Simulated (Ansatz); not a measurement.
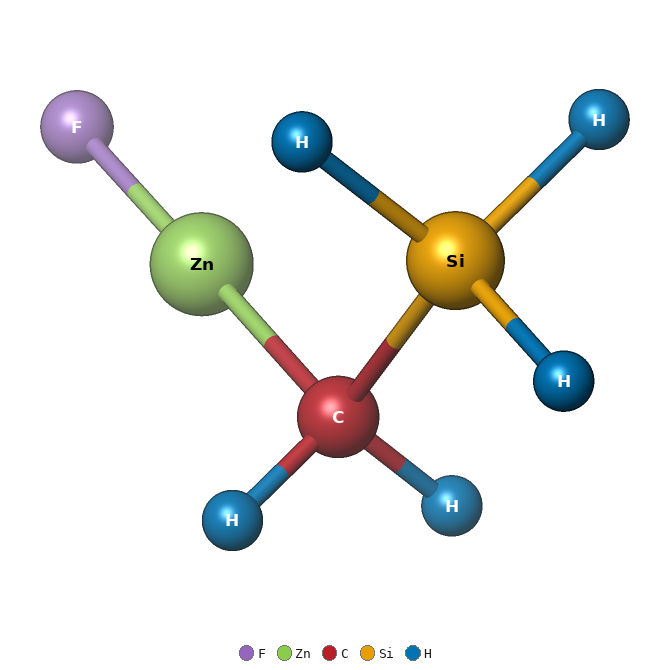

Atoms fade into the background with distance from the viewer. The computed structure is the end point of a PBE-D4/def2-SVP optimisation. No frequency run is at hand to confirm it as a minimum.

**List the symmetry elements and name the point group.**

It has 1 mirror plane, so the point group is Cs. The group has 2 operations. The geometry is achiral, and symmetry allows a dipole moment.
